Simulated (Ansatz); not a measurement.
Electronic density of states of amorphous Hf$_{27}$O$_{45}$N$_{6}$, density 9.57 g/cm³, on a 2×2×2 Γ-centred mesh with a Gaussian width of 0.1 eV; energies count from the Fermi level, whose place inside the gap is arbitrary. Cell and mesh are small, so fine structure isn't converged. These are PBE, scalar-relativistic without spin-orbit coupling (plane waves to 420 eV, PAW; Ansatz, a quantum-chemistry and plane-wave program) values and carry that method's errors. Sampling: a 2×2×2 Γ-centred mesh; Fermi-Dirac width 0.02 eV; no spin polarisation. At PBE the levels at the filled edge of the gap are localised (band-tail or defect states).

A CHGNet melt-quench gave the starting glass, which DFT then relaxed. O and N atoms were pushed apart under 1.9 Å during the dynamics, to hinder bonds among them. The hot cell started wider than the set density and was brought back towards it in steps. It is the lowest in DFT energy of 4 quenches. It is a model cell: composition and starting density were chosen by hand, and all elements were melted together. No dispersion term was used. Its density started from a set value of 9.29 and ended at 9.57 g/cm³. The quench (nominally 91 K/ps over its main leg) was far faster than any real one, so the model tends to hold more defects than a real film. Values belong to this one cell and scatter from quench to quench. Volume and shape were free in the relaxation. Stress components on the final sampling reach 0.9 GPa. Cycles of charging lowered its energy after that relaxation.

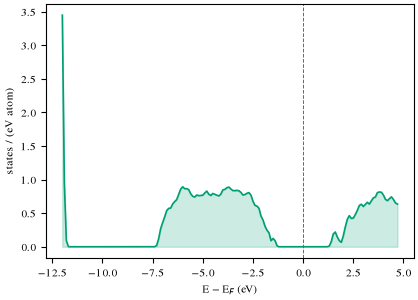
Density of states per atom

The level gap on this mesh is 2.89 eV; the broadening fills part of it in the curve.
